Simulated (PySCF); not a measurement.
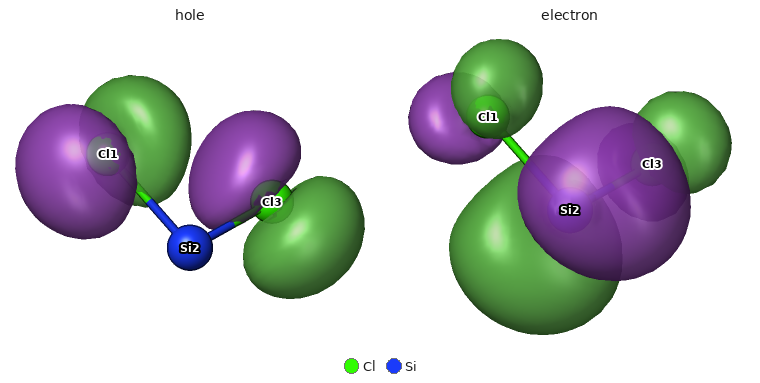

Figure 1: Cl₂Si, SMILES `Cl[Si]Cl`. Leading natural transition orbital pair of S₂ (TDA singlet states); the surfaces enclose about 85 % of each orbital's density.

Method: PBE/def2-SVPD; geometry: GFN2-xTB; program: PySCF. No frequency check shows the geometry to be a minimum. GFN2-xTB bond lengths at metals and heavier atoms can be off by up to 0.1 Å and shapes distorted, which carries into these values.

Input

```python
import numpy as np
from pyscf import gto, scf, dft, tdscf
from pyscf.scf import atom_ks, atom_hf
from scipy.linalg import block_diag

def solve(mol, dm0=None, hcore=None):
    mf = (dft.UKS if mol.spin else dft.RKS)(mol, xc='pbe')
    mf.grids.level = 3
    mf = mf.density_fit(auxbasis='def2-universal-jkfit')
    mf.conv_tol, mf.max_cycle = 1e-8, 80
    if hcore is not None:
        mf.get_hcore = lambda *args: hcore
    mf.kernel(dm0)
    if not mf.converged:
        mf = mf.newton().run(mf.mo_coeff, mf.mo_occ, max_cycle=30)
    assert mf.converged, 'SCF not converged'
    return mf

mol = gto.M(atom='''
Cl     1.58440    -0.38037     0.00000
Si     0.00005     0.92372     0.00000
Cl    -1.58445    -0.38034     0.00000
''', basis='def2-svpd', charge=0, spin=0, verbose=4)
mf = solve(mol)
td = mf.TDA()
td.nstates, td.singlet, td.conv_tol = 4, True, 1e-5
td.kernel()
td.analyze()
x, y = np.array([p[0] for p in td.xy]), np.array([p[1] + 0 * p[0] for p in td.xy])
f, mu = td.oscillator_strength(), td.transition_dipole()
nto = [td.get_nto(state=i + 1, verbose=4) for i in range(len(td.e))]
# spherically averaged free atoms, for the promolecule
atm = atom_ks.get_atm_nrks(mol, xc='pbe')
pro = block_diag(*[(atm[a[0]][2] * atm[a[0]][3]) @ atm[a[0]][2].T for a in mol._atom])
np.savez('result.npz', e=td.e, f=f, ok=td.converged, w=[n[0] for n in nto], nto=[n[1] for n in nto], x=x, y=y, c=mf.mo_coeff, occ=mf.mo_occ, eps=mf.mo_energy, pro=pro, mu=mu)
```

Command:

```sh
OMP_NUM_THREADS=1 python input.py
```

The run took 8.1 s on 1 thread of AMD EPYC 9R45 96-Core Processor (Zen 5) (shared host), peak memory 0.37 GiB.

Q: Where does the state lie, and where do hole and electron sit?

A: 4.38 eV (283 nm), f = 0.000 (dark); the leading pair carries 100 %; hole on Cl1 and Cl3 (47 % each) and Si2 (5 %), electron on Si2 (73 %) and Cl1 and Cl3 (14 % each); their centroids lie 1.1 Å apart. In canonical orbitals it is mainly HOMO−1 → LUMO (100 %). The HOMO–LUMO gap is 3.02 eV.
